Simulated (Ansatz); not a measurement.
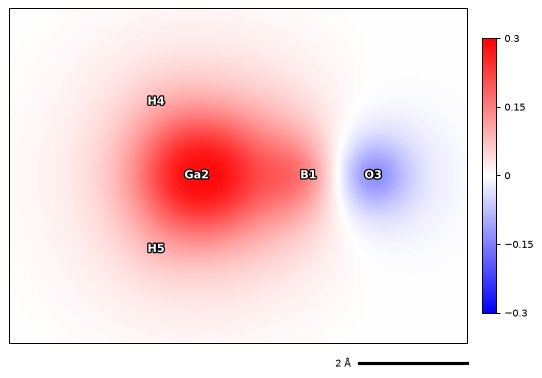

Figure. BGaH2O (SMILES O=[B][GaH2]). The LUMO on a plane 0.8 Å above the molecular plane (values in Å⁻³ᐟ²; the overall sign is arbitrary).

Geometry: PBE0-D3(BJ)/def2-SVP.

Level of theory: Ansatz 0.2.0, isolated molecule in a Gaussian basis; Kohn-Sham density functional theory, functional PBE0.

```xyz
5

B    -0.1508    1.7435    1.4843
Ga    1.6971    0.7907    1.5512
O    -1.2210    2.2952    1.4455
H     2.9787    1.6068    1.1848
H     1.7530   -0.7152    1.9660
```

> Describe this orbital and give its energy.

It lies mainly on Ga2 (about 70 %) and B1 (about 15 %); it changes sign across the molecular plane (π type). Its energy is −2.86 eV.
